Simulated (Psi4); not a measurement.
**AlH3S (SMILES [AlH2][SH]) at CCSD/def2-TZVP**

What is the energy change on altering one bond length of AlH3S at CCSD/def2-TZVP? 

The results are computed with Psi4 1.11.

3 further runs of the same task are left out: 3 set aside as unsound or not needed.

## Step 1: The molecule

AlH3S: 5 atoms, total charge 0, spin state singlet. SMILES: `[AlH2][SH]`. Geometry: relaxed at PBE0-D4/def2-TZVP.

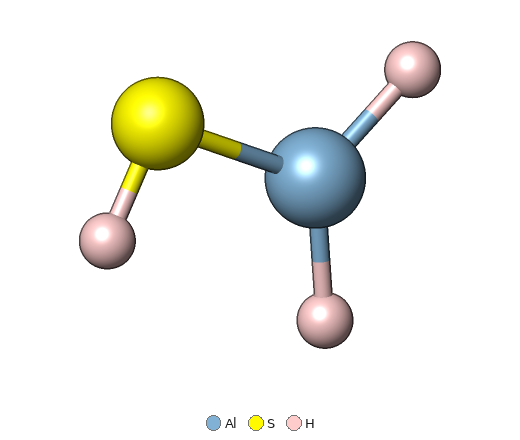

Viewed from a chosen angle; aluminium light blue, sulfur yellow, hydrogen pink.

## Step 2: A single-point energy at CCSD/def2-TZVP

File alh3s.xyz:

```xyz
5
AlH3S
Al    -0.616100    -0.064200    -0.181700
S      1.129100    -0.343100     1.096600
H     -1.981700    -0.650100     0.351100
H     -0.441100     0.696000    -1.556400
H      1.959700     0.287800     0.249000
```

File alh3s_ase.py:

```python
import numpy as np
from ase.calculators.psi4 import Psi4
from ase.io import read

mol = read('alh3s.xyz')
calc = Psi4(atoms=mol, method='ccsd', basis='def2-TZVP', memory='1600MB', num_threads=1, charge=0, multiplicity=1, label='psi4-calc')
calc.psi4.set_options({'puream': True, 'e_convergence': 1e-09, 'd_convergence': 1e-08, 'scf_type': 'pk', 'num_frozen_docc': 10})
mol.calc = calc

print(f'energy: {mol.get_potential_energy():.6f} eV')
```

On the command line:

```bash
$ python alh3s_ase.py
```

psi4-calc.dat:

```text
[...]
  Running in c1 symmetry.
[...]
  Nuclear repulsion =   73.814899731463512
[...]
  Multiplicity = 1
[...]
  Nalpha       = 16
  Nbeta        = 16
[...]
    Number of basis functions: 92
[...]
   @RHF iter   1:  -641.21311641645786   -5.98731e-01   3.01063e-03 ADIIS/DIIS
[...]
   @RHF iter  11:  -641.24807134256264   -4.54747e-12   2.62910e-09 DIIS
[...]
    Orbital Energies [Eh]
    ---------------------
    Doubly Occupied:
       1A    -91.942952     2A    -58.490819     3A     -8.949687
       4A     -6.631031     5A     -6.630173     6A     -6.629725
       7A     -4.906261     8A     -3.221464     9A     -3.219756
      10A     -3.218927    11A     -0.953835    12A     -0.576337
      13A     -0.531853    14A     -0.441983    15A     -0.424899
      16A     -0.386854
[...]
  @RHF Final Energy:  -641.24807134256264
   => Energetics <=
    Nuclear Repulsion Energy =             73.8148997314635125
    One-Electron Energy =               -1035.8128305005707261
    Two-Electron Energy =                 320.7498594265446172
    Total Energy =                       -641.2480713425626391
[...]
 Multipole Moments:
 ------------------------------------------------------------------------------------
     Multipole            Electronic (a.u.)      Nuclear  (a.u.)        Total (a.u.)
 ------------------------------------------------------------------------------------
 L = 1.  Multiply by 2.5417464519 to convert [e a0] to [Debye]
 Dipole X            :          0.3519378           -0.4192212           -0.0672833
 Dipole Y            :         -0.5485293            0.7446734            0.1961442
 Dipole Z            :          1.1968149           -1.5994045           -0.4025896
 Magnitude           :                                                    0.4528554
[...]
      * MP2 total energy                      = -641.498313102114707
[...]
      * CCSD total energy                     = -641.535220696046849
```

Standard output:

```text
energy: -17457.062539 eV
```

Run time: 20 s. Hardware: 1 thread of Intel Xeon Platinum 8259CL at 2.50GHz (Skylake/Cascade Lake), shared host; peak memory 0.75 GiB.

## Step 3: The distorted shape at the same level

File job.py:

```python
import psi4

psi4.set_memory(1600000000)
psi4.set_num_threads(1)
psi4.set_output_file('psi4.out', False)

mol = psi4.geometry("""
Al     1.022579     0.638862    -0.821044
S      2.767779     0.359962     0.457256
H     -1.981700    -0.650100     0.351100
H      1.197579     1.399062    -2.195744
H      3.598379     0.990862    -0.390344
symmetry c1
""")

psi4.set_options(dict(puream=True, e_convergence=1e-09, d_convergence=1e-08, scf_type='pk', num_frozen_docc=10))

energy_value = psi4.energy('ccsd/def2-TZVP')
print(f'total energy {energy_value:.8f} hartree = {energy_value * 27.211386:.5f} eV')
```

On the command line:

```bash
$ python job.py
```

psi4.out:

```text
[...]
  Running in c1 symmetry.
[...]
  Nuclear repulsion =   70.433047512402766
[...]
  Multiplicity = 1
[...]
  Nalpha       = 16
  Nbeta        = 16
[...]
    Number of basis functions: 92
[...]
   @RHF iter   1:  -641.01541358063685   -5.86994e-01   3.17392e-03 DIIS/ADIIS
[...]
   @RHF iter  11:  -641.07142529561952   -2.18279e-11   6.37069e-09 DIIS
[...]
    Orbital Energies [Eh]
    ---------------------
    Doubly Occupied:
       1A    -91.981672     2A    -58.584985     3A     -8.987685
       4A     -6.668827     5A     -6.668090     6A     -6.667525
       7A     -4.993040     8A     -3.307749     9A     -3.306167
      10A     -3.305442    11A     -0.988664    12A     -0.593899
      13A     -0.562574    14A     -0.461078    15A     -0.419640
      16A     -0.282158
[...]
  @RHF Final Energy:  -641.07142529561952
   => Energetics <=
    Nuclear Repulsion Energy =             70.4330475124027657
    One-Electron Energy =               -1027.4505567282676566
    Two-Electron Energy =                 315.9460839202453712
    Total Energy =                       -641.0714252956195196
[...]
 Multipole Moments:
 ------------------------------------------------------------------------------------
     Multipole            Electronic (a.u.)      Nuclear  (a.u.)        Total (a.u.)
 ------------------------------------------------------------------------------------
 L = 1.  Multiply by 2.5417464519 to convert [e a0] to [Debye]
 Dipole X            :          3.5479703           -1.9045003            1.6434700
 Dipole Y            :          0.7391601            0.1074264            0.8465865
 Dipole Z            :          0.1090649           -1.0199107           -0.9108459
 Magnitude           :                                                    2.0609082
[...]
      * MP2 total energy                      = -641.337035228017726
[...]
      * CCSD total energy                     = -641.400608798876760
```

On the terminal:

```text
total energy -641.40060880 hartree = -17453.39955 eV
```

Run time: 22 s. Hardware: 1 thread of Intel Xeon Platinum 8259CL at 2.50GHz (Skylake/Cascade Lake), shared host; peak memory 0.74 GiB.

## Step 4: Results

At CCSD/def2-TZVP, 10 core orbitals frozen:

| quantity | value |
| --- | --- |
| first shape: total energy | -641.53522 Eh |
| first shape: HOMO energy (Hartree–Fock orbitals) | -10.53 eV |
| first shape: LUMO energy (Hartree–Fock orbitals) | 1.27 eV |
| first shape: HOMO–LUMO gap (Hartree–Fock orbitals) | 11.79 eV |
| first shape: correlation energy (10 core orbitals frozen) | -287.1 mEh |
| first shape: T1 diagnostic | 0.011 |
| distorted shape: total energy | -641.40061 Eh |
| distorted shape: HOMO energy (Hartree–Fock orbitals) | -7.68 eV |
| distorted shape: LUMO energy (Hartree–Fock orbitals) | -0.89 eV |
| distorted shape: HOMO–LUMO gap (Hartree–Fock orbitals) | 6.78 eV |
| distorted shape: correlation energy (10 core orbitals frozen) | -329.2 mEh |
| distorted shape: T1 diagnostic | 0.059 |
| energy change with the Al1–H3 bond stretched from 1.579 to 3.473 Å | 3.663 eV |

**Reading.** One bond (distorted shape) is far stretched, which a spin-restricted single reference describes badly; a broken-symmetry solution may lie lower. With the Al1–H3 bond stretched from 1.579 to 3.473 Å the energy rises by 3.66 eV (353 kJ/mol). The first shape isn't relaxed at this level, so the change isn't measured from a minimum. A restricted reference can't describe the breaking bond well at this length. The T1 diagnostic (distorted shape) of 0.059 is above the customary mark for such species, so a single reference may not serve.
